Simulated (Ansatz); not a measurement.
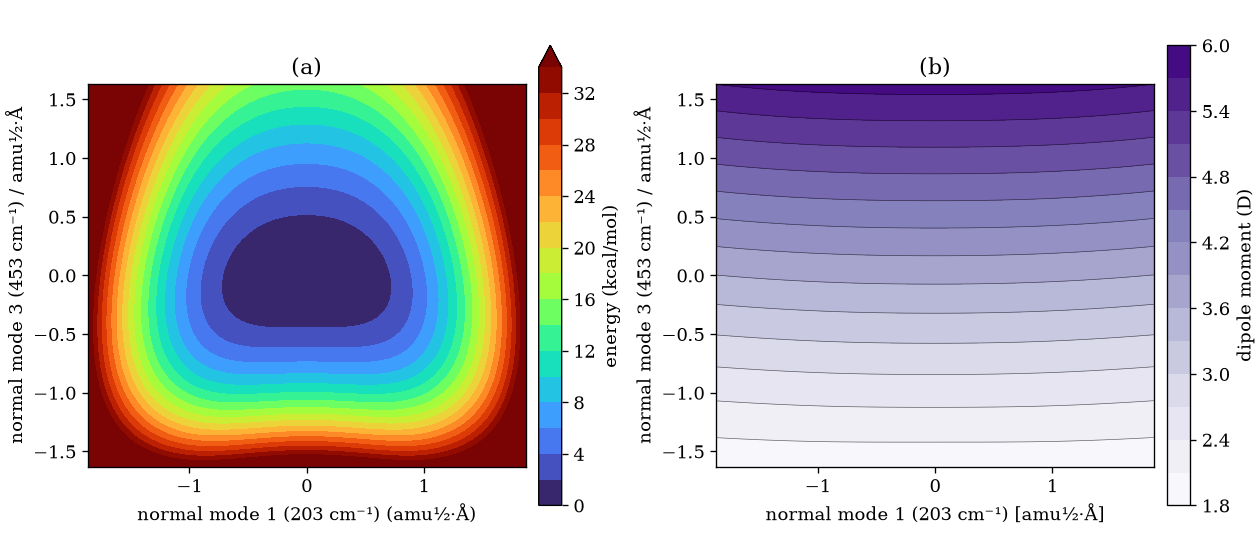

CH2GaN, SMILES N#[C][GaH2]. First axis: normal mode 1 (203 cm⁻¹). Second axis: normal mode 3 (453 cm⁻¹). Nothing is relaxed (straight displacements along the two mass-weighted modes). Grid: 9 × 9 points. All energies are given in kcal/mol relative to the lowest grid point. All numbers below come from RKS r2SCAN-D4/def2-TZVP (Ansatz).

Panel (a) is the energy; panel (b) is the computed dipole moment, in D.

Drawn: filled contours, one colour for all values above the top of the scale. Between grid points the surface is interpolated.

**How does the dipole moment vary over the map, and what is it at the lowest grid point?**

Leaving out the highest fifth of the energies, it runs from 1.90 D at normal mode 1 (203 cm⁻¹) = −0.47 amu½·Å, normal mode 3 (453 cm⁻¹) = −1.63 amu½·Å to 5.82 D at normal mode 1 (203 cm⁻¹) = 0.00 amu½·Å, normal mode 3 (453 cm⁻¹) = 1.63 amu½·Å. At the lowest grid point, normal mode 1 (203 cm⁻¹) = 0.00 amu½·Å, normal mode 3 (453 cm⁻¹) = 0.00 amu½·Å, it is 3.69 D.

| normal mode 3 (453 cm⁻¹) ↓, normal mode 1 (203 cm⁻¹) → | −1.87 | −1.40 | −0.93 | −0.47 | 0.00 | 0.47 | 0.93 | 1.40 | 1.87 |
| --- | --- | --- | --- | --- | --- | --- | --- | --- | --- |
| 1.63 | 5.70 | 5.76 | 5.80 | 5.81 | 5.82 | 5.81 | 5.80 | 5.76 | 5.70 |
| 1.22 | 5.16 | 5.22 | 5.25 | 5.27 | 5.27 | 5.27 | 5.25 | 5.21 | 5.16 |
| 0.81 | 4.63 | 4.68 | 4.71 | 4.73 | 4.73 | 4.73 | 4.71 | 4.68 | 4.62 |
| 0.41 | 4.10 | 4.15 | 4.18 | 4.20 | 4.21 | 4.20 | 4.18 | 4.15 | 4.10 |
| 0.00 | 3.60 | 3.64 | 3.67 | 3.69 | 3.69 | 3.69 | 3.67 | 3.64 | 3.60 |
| −0.41 | 3.11 | 3.15 | 3.18 | 3.20 | 3.20 | 3.19 | 3.18 | 3.15 | 3.11 |
| −0.81 | 2.66 | 2.69 | 2.72 | 2.73 | 2.73 | 2.73 | 2.72 | 2.69 | 2.66 |
| −1.22 | 2.25 | 2.27 | 2.29 | 2.30 | 2.30 | 2.30 | 2.29 | 2.27 | 2.25 |
| −1.63 | 1.88 | 1.90 | 1.90 | 1.90 | 1.90 | 1.90 | 1.90 | 1.90 | 1.88 |
